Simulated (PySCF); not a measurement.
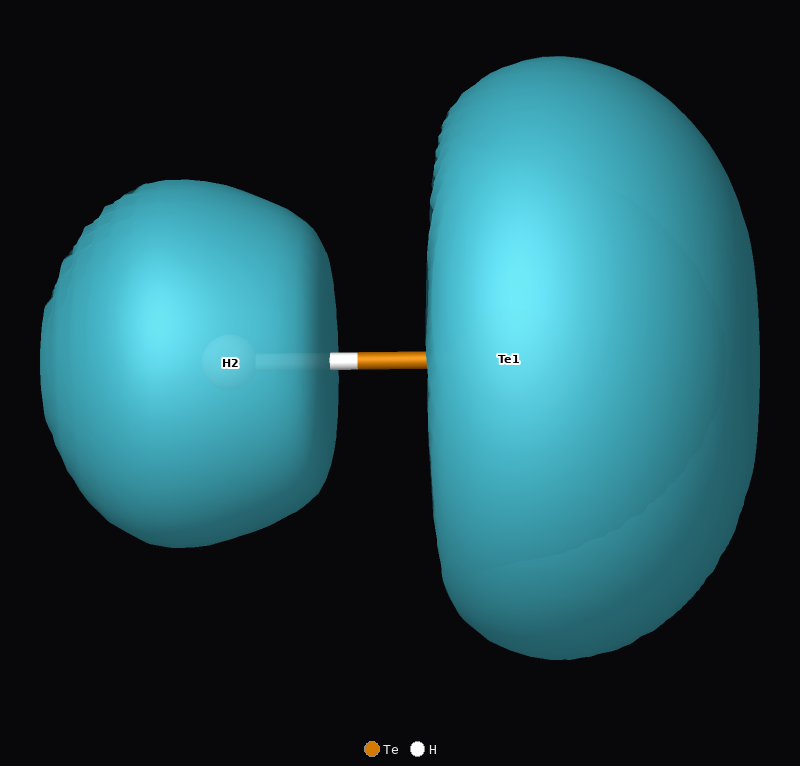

Figure 1: TeH (charge +1, triplet). Isosurface of the electron localisation function at 0.75 (cyan), seen from one side. Core shells and regions of very low density are left out.

Core potentials replace the inner electrons of Te.

All numbers below come from PBE0/aug-cc-pVDZ(-PP), non-relativistic Hamiltonian with scalar-relativistic core potentials where named, at a bond length of 1.679 Å (PySCF).

Identify the bonds, lone pairs and shells in this picture.

Answer. At this value the surface marks out one region around a hydrogen nucleus and one ring or bowl of non-bonding electrons around Te. Along the contacts the grid gives the following. Te–H (1.68 Å): the ELF climbs to about 1 towards the hydrogen, as it does in any bond to H.
